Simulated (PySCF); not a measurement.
# C₃H₈S₂Si: electronic excitations at several levels of theory, part 2 of 2

PySCF 2.14.0. Atoms count from 0.

## 5. TDDFT and polarisability: LC-wPBE/def2-SVPD

Job settings and geometry (Å):

```
{"job": {"kind": "uv", "xc": "LC-wPBE", "basis": "def2-SVPD", "ip": true}, "charge": 0, "multiplicity": 1}
C     -2.021664    -0.052135    -0.853523
S     -0.869123     1.285742    -0.466914
C     -0.595134     1.004996     1.240527
C      0.623894     0.951244     1.799662
S      2.214985     0.974520     1.059794
Si     2.010932     0.001033    -0.869195
H     -1.526328    -1.031198    -0.778808
H     -2.360190     0.109001    -1.886260
H     -2.894864    -0.020931    -0.185646
H     -1.479739     0.949832     1.885042
H      0.690587     0.898096     2.891720
H      1.071485    -1.156487    -0.802495
H      1.731639     0.893815    -2.025569
H      3.403059    -0.525870    -1.028297
```

With the program's defaults for keys left out, this is: TDDFT LC-wPBE/def2-SVPD, vertical, gas phase, core orbitals frozen in the response.

Standard output:

```text
coarse grid: 13096 points
cycle   1  E = -1203.9723478082  dE =  5.523e-01  |g| = 3.201e-01  |ddm| = 5.171e+00
cycle   2  E = -1204.0057338337  dE = -3.339e-02  |g| = 1.837e-01  |ddm| = 1.063e+00
cycle   3  E = -1204.0150531316  dE = -9.319e-03  |g| = 4.875e-02  |ddm| = 5.932e-01
cycle   4  E = -1204.0159510172  dE = -8.979e-04  |g| = 1.373e-02  |ddm| = 1.469e-01
cycle   5  E = -1204.0160351429  dE = -8.413e-05  |g| = 4.848e-03  |ddm| = 6.624e-02
cycle   6  E = -1204.0160449033  dE = -9.760e-06  |g| = 1.546e-03  |ddm| = 1.384e-02
final grid: 112024 points
cycle   7  E = -1204.1802331620  dE = -3.164e-05  |g| = 5.194e-03  |ddm| = 9.133e-02
cycle   8  E = -1204.1802360597  dE = -2.898e-06  |g| = 3.978e-03  |ddm| = 1.814e-02
cycle   9  E = -1204.1802400745  dE = -4.015e-06  |g| = 4.252e-04  |ddm| = 9.028e-03
cycle  10  E = -1204.1802401488  dE = -7.425e-08  |g| = 2.009e-04  |ddm| = 1.182e-03
cycle  11  E = -1204.1802401669  dE = -1.813e-08  |g| = 7.153e-05  |ddm| = 6.059e-04
cycle  12  E = -1204.1802401695  dE = -2.631e-09  |g| = 2.165e-05  |ddm| = 2.576e-04
cycle  13  E = -1204.1802401698  dE = -2.799e-10  |g| = 6.864e-06  |ddm| = 8.800e-05
converged SCF energy = -1204.1802401698

Static polarisability (au): isotropic 104.748, principal 80.370 105.468 128.406

Singlet excitations
state   eV       nm        f      main configurations
  1   5.0518    245.4   0.10840   H->L 0.83
  2   5.7398    216.0   0.05577   H->L+1 0.45
  3   6.1232    202.5   0.04100   H-1->L 0.61
  4   6.3688    194.7   0.01543   H->L+2 0.45, H->L+4 0.10, H->L+1 0.10
  5   6.5267    190.0   0.00858   H-1->L 0.15, H->L+4 0.15, H-1->L+1 0.14
  6   6.7619    183.4   0.00475   H->L+2 0.30, H->L+3 0.15, H->L+1 0.14
  7   7.0368    176.2   0.04244   H->L+3 0.27, H->L+4 0.25, H-1->L+1 0.10
  8   7.2532    170.9   0.03567   H->L+5 0.43, H-1->L+2 0.17, H-2->L 0.14
  9   7.2845    170.2   0.04593   H-2->L 0.67, H->L+5 0.12
 10   7.5473    164.3   0.02573   H-1->L+1 0.34, H->L+6 0.11

Triplet excitations (Tamm-Dancoff, eV): 3.4574 5.1920 5.5068 5.8574
Vertical ionisation energy (delta-SCF) = 8.3898 eV
```

It took 95 s on 1 thread, shared host.

This run: HOMO -8.80 eV, LUMO 1.43 eV; lowest singlet 5.05 eV.

## 6. Ultraviolet spectrum: PBE0/6-31G*

The job, as its differences from that of step 5:

```diff
@@ -1,2 +1,2 @@
-{"job": {"kind": "uv", "xc": "LC-wPBE", "basis": "def2-SVPD", "ip": true}, "charge": 0, "multiplicity": 1}
+{"job": {"kind": "uv", "xc": "PBE0", "basis": "6-31G*"}, "charge": 0, "multiplicity": 1}
 C     -2.021664    -0.052135    -0.853523
```

Level: TDDFT PBE0/6-31G*, vertical, gas phase, core orbitals frozen in the response.

Standard output:

```text
coarse grid: 13096 points
cycle   1  E = -1204.4451652513  dE =  4.469e-01  |g| = 2.492e-01  |ddm| = 3.597e+00
cycle   2  E = -1204.4532428536  dE = -8.078e-03  |g| = 1.992e-01  |ddm| = 6.215e-01
cycle   3  E = -1204.4651363266  dE = -1.189e-02  |g| = 3.661e-02  |ddm| = 2.973e-01
cycle   4  E = -1204.4655097466  dE = -3.734e-04  |g| = 1.403e-02  |ddm| = 7.871e-02
cycle   5  E = -1204.4655643277  dE = -5.458e-05  |g| = 5.544e-03  |ddm| = 2.668e-02
cycle   6  E = -1204.4655721973  dE = -7.870e-06  |g| = 1.419e-03  |ddm| = 6.683e-03
final grid: 112024 points
cycle   7  E = -1204.3857494288  dE = -5.699e-06  |g| = 1.006e-02  |ddm| = 2.639e-02
cycle   8  E = -1204.3857228230  dE =  2.661e-05  |g| = 1.395e-02  |ddm| = 2.693e-02
cycle   9  E = -1204.3857772779  dE = -5.445e-05  |g| = 1.551e-03  |ddm| = 1.701e-02
cycle  10  E = -1204.3857779298  dE = -6.518e-07  |g| = 2.482e-04  |ddm| = 1.728e-03
cycle  11  E = -1204.3857779463  dE = -1.649e-08  |g| = 7.560e-05  |ddm| = 4.151e-04
cycle  12  E = -1204.3857779478  dE = -1.497e-09  |g| = 2.848e-05  |ddm| = 1.247e-04
cycle  13  E = -1204.3857779480  dE = -2.208e-10  |g| = 6.561e-06  |ddm| = 3.951e-05
converged SCF energy = -1204.3857779480

Static polarisability (au): isotropic 89.048, principal 60.856 91.977 114.311

Singlet excitations
state   eV       nm        f      main configurations
  1   4.7846    259.1   0.09370   H->L 0.88
  2   5.2783    234.9   0.02514   H->L+1 0.91
  3   5.6852    218.1   0.00933   H-1->L 0.76, H->L+2 0.21
  4   5.7798    214.5   0.04185   H->L+2 0.70, H-1->L 0.18
  5   6.3340    195.7   0.01777   H->L+3 0.53, H-1->L+1 0.32
  6   6.5619    188.9   0.03639   H-1->L+1 0.60, H->L+3 0.34
  7   6.8599    180.7   0.05612   H-2->L 0.85
  8   6.9600    178.1   0.00500   H-1->L+2 0.85, H->L+3 0.08
  9   7.1617    173.1   0.00616   H->L+4 0.72
 10   7.3350    169.0   0.01292   H->L+5 0.86

Triplet excitations (Tamm-Dancoff, eV): 3.4864 4.9443 5.1426 5.2913
```

Wall time 13 s (1 thread, shared host).

In short: HOMO -6.12 eV, LUMO -0.33 eV; lowest singlet 4.78 eV.

## 7. Excited states and response: PBE0/def2-SVP

The job, as its differences from that of step 6:

```diff
@@ -1,2 +1,2 @@
-{"job": {"kind": "uv", "xc": "PBE0", "basis": "6-31G*"}, "charge": 0, "multiplicity": 1}
+{"job": {"kind": "uv", "xc": "PBE0", "basis": "def2-SVP"}, "charge": 0, "multiplicity": 1}
 C     -2.021664    -0.052135    -0.853523
```

Level: TDDFT PBE0/def2-SVP, vertical, gas phase, core orbitals frozen in the response.

Standard output:

```text
coarse grid: 13096 points
cycle   1  E = -1203.8806754611  dE =  3.940e-01  |g| = 2.283e-01  |ddm| = 3.813e+00
cycle   2  E = -1203.8887122191  dE = -8.037e-03  |g| = 1.699e-01  |ddm| = 5.937e-01
cycle   3  E = -1203.8970560343  dE = -8.344e-03  |g| = 3.564e-02  |ddm| = 2.766e-01
cycle   4  E = -1203.8974172762  dE = -3.612e-04  |g| = 1.280e-02  |ddm| = 7.707e-02
cycle   5  E = -1203.8974627697  dE = -4.549e-05  |g| = 4.977e-03  |ddm| = 2.622e-02
cycle   6  E = -1203.8974691124  dE = -6.343e-06  |g| = 1.330e-03  |ddm| = 6.530e-03
final grid: 112024 points
cycle   7  E = -1204.0222586360  dE = -1.017e-05  |g| = 9.152e-03  |ddm| = 2.963e-02
cycle   8  E = -1204.0222366087  dE =  2.203e-05  |g| = 1.265e-02  |ddm| = 2.482e-02
cycle   9  E = -1204.0222806397  dE = -4.403e-05  |g| = 1.481e-03  |ddm| = 1.602e-02
cycle  10  E = -1204.0222812353  dE = -5.956e-07  |g| = 2.717e-04  |ddm| = 1.791e-03
cycle  11  E = -1204.0222812551  dE = -1.975e-08  |g| = 7.283e-05  |ddm| = 4.289e-04
cycle  12  E = -1204.0222812565  dE = -1.410e-09  |g| = 2.795e-05  |ddm| = 1.262e-04
cycle  13  E = -1204.0222812567  dE = -2.176e-10  |g| = 7.051e-06  |ddm| = 4.111e-05
converged SCF energy = -1204.0222812567

Static polarisability (au): isotropic 91.042, principal 62.641 94.410 116.076

Singlet excitations
state   eV       nm        f      main configurations
  1   4.7250    262.4   0.08957   H->L 0.91
  2   5.5962    221.6   0.04242   H->L+1 0.84
  3   5.6229    220.5   0.02076   H-1->L 0.83
  4   5.8457    212.1   0.02182   H->L+2 0.87
  5   6.4905    191.0   0.00217   H->L+3 0.63, H-1->L+1 0.13
  6   6.7022    185.0   0.00510   H-2->L 0.66, H-1->L+1 0.14, H->L+3 0.12
  7   6.7992    182.4   0.01496   H->L+4 0.71, H-1->L+1 0.20
  8   6.8888    180.0   0.10446   H-1->L+1 0.42, H-2->L 0.18, H-1->L+2 0.16
  9   6.9950    177.2   0.03896   H-1->L+2 0.70, H->L+3 0.13
 10   7.1491    173.4   0.00392   H->L+5 0.59, H->L+6 0.15, H-3->L 0.12

Triplet excitations (Tamm-Dancoff, eV): 3.4430 5.0504 5.2402 5.4110
```

Wall time 16 s (1 thread, shared host).

This run: HOMO -6.20 eV, LUMO -0.48 eV; lowest singlet 4.72 eV.

## 8. TDDFT and polarisability: PBE0/def2-TZVP

The job, as its differences from that of step 7:

```diff
@@ -1,2 +1,2 @@
-{"job": {"kind": "uv", "xc": "PBE0", "basis": "def2-SVP"}, "charge": 0, "multiplicity": 1}
+{"job": {"kind": "uv", "xc": "PBE0", "basis": "def2-TZVP"}, "charge": 0, "multiplicity": 1}
 C     -2.021664    -0.052135    -0.853523
```

Method: TDDFT PBE0/def2-TZVP, vertical, gas phase, core orbitals frozen in the response.

Standard output:

```text
coarse grid: 13096 points
cycle   1  E = -1204.5131713082  dE =  4.155e-01  |g| = 2.797e-01  |ddm| = 2.857e+00
cycle   2  E = -1204.5204264871  dE = -7.255e-03  |g| = 2.202e-01  |ddm| = 5.149e-01
cycle   3  E = -1204.5324880993  dE = -1.206e-02  |g| = 5.349e-02  |ddm| = 2.409e-01
cycle   4  E = -1204.5331287027  dE = -6.406e-04  |g| = 2.252e-02  |ddm| = 7.168e-02
cycle   5  E = -1204.5332665119  dE = -1.378e-04  |g| = 6.265e-03  |ddm| = 2.558e-02
cycle   6  E = -1204.5332755367  dE = -9.025e-06  |g| = 1.821e-03  |ddm| = 6.268e-03
final grid: 112024 points
cycle   7  E = -1204.5290192689  dE = -3.449e-05  |g| = 1.042e-02  |ddm| = 4.599e-02
cycle   8  E = -1204.5290011385  dE =  1.813e-05  |g| = 1.293e-02  |ddm| = 1.636e-02
cycle   9  E = -1204.5290409032  dE = -3.976e-05  |g| = 1.252e-03  |ddm| = 1.103e-02
cycle  10  E = -1204.5290413292  dE = -4.260e-07  |g| = 3.954e-04  |ddm| = 1.526e-03
cycle  11  E = -1204.5290413691  dE = -3.987e-08  |g| = 1.089e-04  |ddm| = 3.573e-04
cycle  12  E = -1204.5290413718  dE = -2.745e-09  |g| = 3.891e-05  |ddm| = 1.241e-04
cycle  13  E = -1204.5290413722  dE = -3.406e-10  |g| = 1.613e-05  |ddm| = 3.834e-05
converged SCF energy = -1204.5290413722

Static polarisability (au): isotropic 103.926, principal 75.378 106.016 130.383

Singlet excitations
state   eV       nm        f      main configurations
  1   4.5084    275.0   0.08130   H->L 0.89
  2   5.1744    239.6   0.03775   H->L+1 0.89
  3   5.4219    228.7   0.03220   H-1->L 0.86, H->L+2 0.09
  4   5.5475    223.5   0.01367   H->L+2 0.85, H-1->L 0.08
  5   5.9708    207.7   0.00284   H->L+3 0.74, H-1->L+1 0.14
  6   6.3117    196.4   0.00610   H->L+4 0.57, H-1->L+1 0.34
  7   6.3860    194.2   0.02293   H-1->L+1 0.34, H->L+4 0.30, H-2->L 0.15
  8   6.5571    189.1   0.08565   H-2->L 0.70, H-1->L+1 0.09
  9   6.6339    186.9   0.00809   H-1->L+2 0.65, H->L+5 0.21
 10   6.6955    185.2   0.00568   H->L+5 0.55, H-1->L+2 0.26

Triplet excitations (Tamm-Dancoff, eV): 3.3500 4.7439 4.9132 5.1901
```

Wall time 41 s (1 thread, shared host).

Key values: HOMO -6.24 eV, LUMO -0.69 eV; lowest singlet 4.51 eV.

## 9. Side by side: electronic excitations

Excitations and ground-state properties, with basis size and wall time:

| run | lowest singlet (eV) | brightest (eV) | f | gap (eV) | α (Å³) | μ (D) | functions | time |
| --- | --- | --- | --- | --- | --- | --- | --- | --- |
| CAM-B3LYP/def2-SVPD | 4.76 | 4.76 | 0.099 | 7.86 | 15.99 | 2.64 | 202 | 1.8 min |
| wB97X-D/def2-SVPD | 4.77 | 4.77 | 0.100 | 9.06 | 15.93 | 2.71 | 202 | 1.7 min |
| LC-wPBE/def2-SVPD | 5.05 | 5.05 | 0.108 | 10.23 | 15.52 | 2.77 | 202 | 95 s |
| PBE0/6-31G* | 4.78 | 4.78 | 0.094 | 5.79 | 13.20 | 2.86 | 112 | 13 s |
| PBE0/def2-SVP | 4.72 | 6.89 | 0.104 | 5.72 | 13.49 | 2.73 | 136 | 16 s |
| PBE0/def2-TZVP | 4.51 | 6.56 | 0.086 | 5.55 | 15.40 | 2.61 | 252 | 41 s |

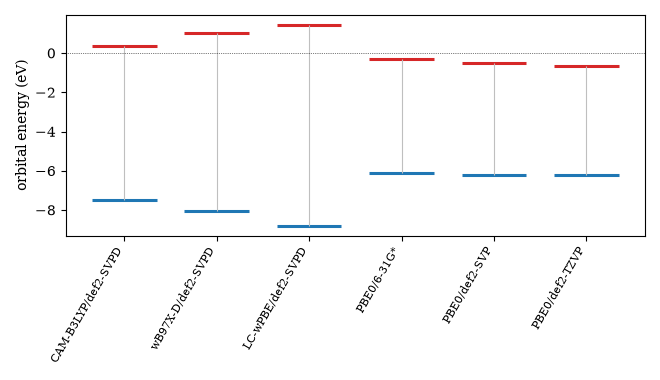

HOMO (blue) and LUMO (red) run by run.

## 10. What came out

This closing draws on all 2 parts.

| quantity | value |
| --- | --- |
| point group | C1 |
| rotational constants (main isotopes) | 2.79, 1.31, 0.98 GHz |
| lowest singlet (CAM-B3LYP/def2-SVPD) | 4.76 eV (261 nm), f = 0.099 |
| lowest triplet | 3.47 eV |
| vertical ionisation energy (ΔSCF) | 8.17 eV |
| range of the lowest singlet | 4.51 to 5.05 eV |

What this shows: Single values in the summary come from the first run of each kind that ended normally (CAM-B3LYP/def2-SVPD), which need not be the best level. Relaxing lowered the energy by 0.140 eV in 11 steps; the close pair that moved most is Si5–H13, from 1.456 to 1.497 Å. The lowest singlet, at 4.76 eV, is HOMO→LUMO 0.87 and is bright. The lowest triplet lies 1.29 eV below the lowest singlet (triplets in Tamm-Dancoff, singlets in full TDDFT). The orbital energy would give 7.50 eV for ionisation, ΔSCF gives 8.17 eV. The lowest singlet runs from 4.51 eV (PBE0/def2-TZVP) to 5.05 eV (LC-wPBE/def2-SVPD), while the orbital gap spans 5.55 to 10.23 eV. The lowest state need not be the same one in every run. The runs solved for a few states only, so the brightest column depends on that window.
